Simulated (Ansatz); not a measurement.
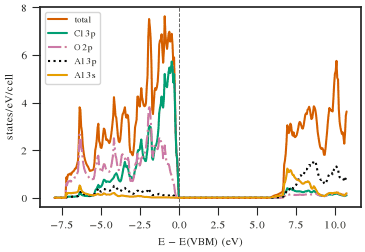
*Total and projected density of states of AlClO in space group Pmmn (No. 59; Al on 2b, Cl on 2a, O on 2a), LDA (plane waves, PAW; program Ansatz)*

Q: Which orbitals carry the states next to the gap?

A: Top 1 eV of the valence band: Cl 3p 79 %, O 2p 18 %. Bottom 1 eV of the conduction band: Al 3s 44 %, O 2s 12 %, Cl 3p 12 %, Al 3p 11 %, Cl 3s 7 %, outside the projected shells 11 %. Projections are on Löwdin-orthogonalised atomic valence shells; empty p or d shells of many metals are not among them.

Q: Where is the tallest occupied peak in this window, and what makes it?

A: Near -0.9 eV, about 7.6 states/eV per cell; the largest projected share is Cl 3p.

The first step of the workflow began from a Materials Project structure, measured or hypothetical; the Crystallography Open Database files this formula in space group No. 59, but the cells were not matched. Whether it is the stable phase at ambient conditions was not checked. The LDA relaxation kept the symmetry of its start; its stability against distortions is not shown here. A crystal of weakly bound layers computed without a dispersion correction: the cell and the soft elastic constants depend strongly on that.

Potentials: the later of the program's two PAW sets.
